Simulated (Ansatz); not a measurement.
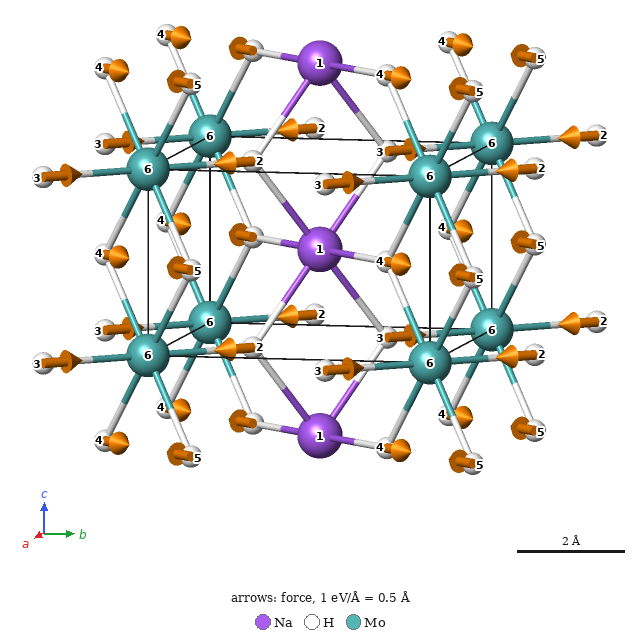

Starting geometry of crystalline NaMoH$_{4}$ (a generated structure, set up in Cmmm) (coarse preliminary run) with the computed forces as orange arrows. Style: ball-and-stick. Shown: the cell of the calculation, slightly off an axis.

All numbers below come from DFT PBE, scalar-relativistic, plane waves, PAW (Ansatz 0.2.0).

Input
```yaml
crystal:
  lattice:
    - [3.82090311, -3.82090311, 0.0]
    - [3.82090311, 3.82090311, 0.0]
    - [0.0, 0.0, 3.51232245]
  atoms:
    - { symbol: Na, position: [0.5, 0.5, 0.5] }
    - { symbol: H, position: [0.695, 0.305, 0.0] }
    - { symbol: H, position: [0.305, 0.695, 0.0] }
    - { symbol: H, position: [0.805, 0.805, 0.5] }
    - { symbol: H, position: [0.195, 0.195, 0.5] }
    - { symbol: Mo, position: [0.0, 0.0, 0.0] }
basis:
  ecutwfc: 420
kpoints:
  mp_grid: { grid: [4, 4, 6] }
hamiltonian:
  xc: pbe
scf:
  occupations: { method: gaussian, width: 0.1 }
  lower_state_search: "off"
output:
  forces: true
  stress: true
  eigenvalues: true
relax:
  adjacent_minimum: "off"
  f_tol: 0.04
  max_steps: 70
  cell: { stress_tol: 0.4 }
```

Command:
```bash
ansatz run input.yaml --threads 1 --pin off --max-ram 2560MiB --backend cpu --events-out ev --progress --plain --runs-dir out
```

> Is this structure relaxed? If not, where do the atoms go?

It isn't relaxed: the largest force vector, on H atoms, is 1.76 eV/Å. The atoms end up moving mostly along the starting forces (cosine between the two patterns 0.92). Over 7 accepted moves (8 points after the start) the energy falls by 675 meV per atom. Largest force component: 1.8 eV/Å at the start, 0.032 eV/Å at the end. The pressure goes from −14.04 to −0.13 GPa. The SCF was repeated once at an unchanged geometry on a basis and grid sized afresh for the cell, which shifted the energy by 1.4 meV per atom at most. The largest moves relative to the cell, 0.30 Å, are those of H2 and H3. H2 goes along [1 −1 0]. Mo and Na stay in place. The volume changes by −33.5 %, with a = b 5.404 → 5.106 Å (−5.5 %), c 3.512 → 2.626 Å (−25.2 %), γ 90.0° → 85.0°. Among the contacts that change: Mo6–Mo6 3.512 → 2.626 Å, Na1–Na1 3.512 → 2.626 Å, H2–Mo6 2.331 → 1.799 Å, H4–Mo6 2.303 → 1.887 Å. Among the angles between lasting bonds that change: H2–Na1–H2 99.4° → 77.0°, H2–Na1–H3 80.6° → 103.0°, Na1–H3–Na1 99.4° → 77.0°. The space group stays Cmmm (No. 65). Cost: 54 s on 1 thread of Arm Neoverse N1 (shared host), peak memory 0.38 GiB.
